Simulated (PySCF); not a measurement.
**PBE/STO-6G run of BCl2F (SMILES FB(Cl)Cl)**

Aim: the vertical singlet–triplet gap of BCl2F at PBE/STO-6G, from 2 runs. The job is set up through a Python script.

Program for the calculation: PySCF 2.14.0.

4 further runs of the same task are left out: 4 set aside as unsound or not needed.

### Step 1. The system as given

BCl2F has 4 atoms, charge 0, and is taken as a singlet. SMILES: `FB(Cl)Cl`. The shape is that of a GFN2-xTB optimisation.

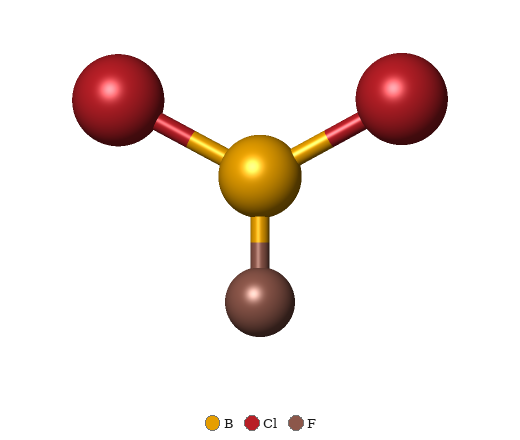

Viewed from a chosen angle; boron amber, chlorine red, fluorine brown.

### Step 2. The energy at PBE/STO-6G

calc.py

```python
# BCl2F
from pyscf import gto, dft

mol = gto.M(
    atom='''
B       -0.037880      -0.063210      -0.000480
Cl       1.671570      -0.146640       0.013750
Cl      -0.914230       1.407130      -0.016990
F       -0.719460      -1.197280       0.003720
''',
    verbose=3,
    basis='sto-6g',
    charge=0,
    max_memory=1860,
)

myscf = dft.RKS(mol)
myscf.xc = 'pbe'
myscf.grids.level = 5
myscf.conv_tol = 1e-10
myscf.kernel()
if not myscf.converged:
    myscf = myscf.newton().run(myscf.mo_coeff, myscf.mo_occ)

e_tot = myscf.e_tot
print('E(%s) = %.9f' % ('PBE', e_tot))
```

Started as:

```bash
OMP_NUM_THREADS=1 python calc.py
```

The log of the run:

```text
converged SCF energy = -1040.96299969928
E(PBE) = -1040.962999699
```

Run time: 4.8 s. Hardware: 1 thread of Intel Xeon Platinum 8488C (Sapphire Rapids), shared host; peak memory 0.23 GiB.

### Step 3. The triplet

calc.py

```python
from pyscf import gto, dft

system = gto.M(
    atom='''
B     -0.037880    -0.063210    -0.000480
Cl     1.671570    -0.146640     0.013750
Cl    -0.914230     1.407130    -0.016990
F     -0.719460    -1.197280     0.003720
''',
    verbose=3,
    spin=2,
    max_memory=1860,
    basis='sto-6g',
)

calc0 = dft.UKS(system)
calc0.xc = 'pbe'
calc0.grids.level = 5
calc0.conv_tol = 1e-10
calc0.kernel()
if not calc0.converged:
    calc0 = calc0.newton().run(calc0.mo_coeff, calc0.mo_occ)

etot = calc0.e_tot
print('E(%s) = %.9f' % ('PBE', etot))
```

Started as:

```bash
OMP_NUM_THREADS=1 python calc.py
```

The log of the run:

```text
WARN: HOMO -0.0442103823407459 >= LUMO -0.384844591161049

WARN: HOMO 0.0966035814969851 >= LUMO -0.0486966667867499

WARN: HOMO 0.0381916881168008 >= LUMO -0.193532062289825

WARN: HOMO 0.0225463658094901 >= LUMO -0.225584695147931

WARN: HOMO 0.041577651120165 >= LUMO -0.223346950712182

WARN: HOMO 0.0412720359447288 >= LUMO -0.223128570672435

WARN: HOMO 0.0344278351834901 >= LUMO -0.231753292764856

WARN: HOMO 0.0347768262353672 >= LUMO -0.231497658141203

WARN: HOMO 0.0348163491017777 >= LUMO -0.23147413194037

WARN: HOMO 0.0350013605889632 >= LUMO -0.231260021304545

WARN: HOMO 0.0350140051224966 >= LUMO -0.23125004779802

WARN: HOMO 0.0350211127448837 >= LUMO -0.231244220486033

WARN: HOMO 0.0350232874239723 >= LUMO -0.231242470545806

WARN: HOMO 0.0350234952902467 >= LUMO -0.231242330873073

WARN: HOMO 0.0350234323487968 >= LUMO -0.231242461787687

converged SCF energy = -1040.71401960304  <S^2> = 2.001752  2S+1 = 3.0011678
E(PBE) = -1040.714019603
```

It took 9.6 s on 1 thread of Intel Xeon Platinum 8488C (Sapphire Rapids), shared host; peak memory 0.24 GiB.

### Step 4. What came out

At PBE/STO-6G:

| quantity | value |
| --- | --- |
| singlet: total energy | -1040.96300 Eh |
| singlet: dipole moment | 1.26 D |
| singlet: HOMO energy | -6.12 eV |
| singlet: LUMO energy | 0.37 eV |
| singlet: HOMO–LUMO gap | 6.49 eV |
| triplet: total energy | -1040.71402 Eh |
| triplet: dipole moment | 0.94 D |
| triplet: HOMO energy (highest over α and β) | 0.95 eV |
| triplet: ⟨S²⟩ | 2.002 |
| vertical energy of the triplet above the singlet | 6.775 eV |

In words: At this shape the triplet lies 6.78 eV (654 kJ/mol) above the singlet. In a minimal basis such a difference can be off by several eV, whatever the method. Mulliken charges (singlet) run from -0.14 on Cl3 to +0.32 on B1; they depend strongly on the basis. Mulliken charges (triplet) run from -0.06 on Cl2 to +0.10 on B1.
